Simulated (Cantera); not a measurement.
Input: 1 mol Si, 1.7 mol HCl, 0.65 mol H₂, held at 10500 Torr.

Method: chemical equilibrium by Gibbs-energy minimisation in Cantera with the NASA 1993 tables (ideal gas, pure condensed phases). Candidate condensed phases: Si; 19 gas species. The tables' values for SiCl₃ are old estimates; treat these amounts as uncertain. The numbers say what is thermodynamically allowed, not how fast it happens.

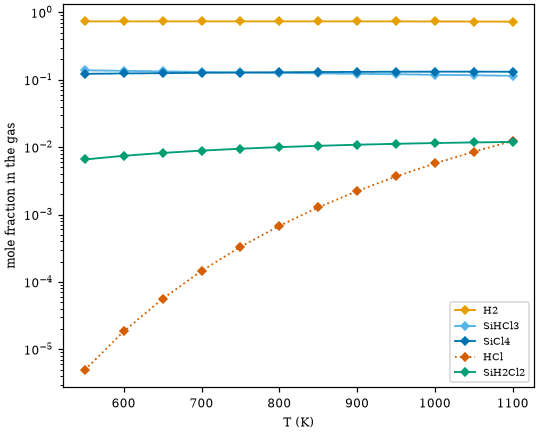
*Equilibrium gas composition (values under 1e-9 drawn at 1e-9)*

**Question.** Read off the mole fractions at 650 K.

**Answer.** H₂ about 0.73, SiHCl₃ about 0.13, SiCl₄ about 0.13, SiH₂Cl₂ about 0.0082, HCl about 5.6e-5.
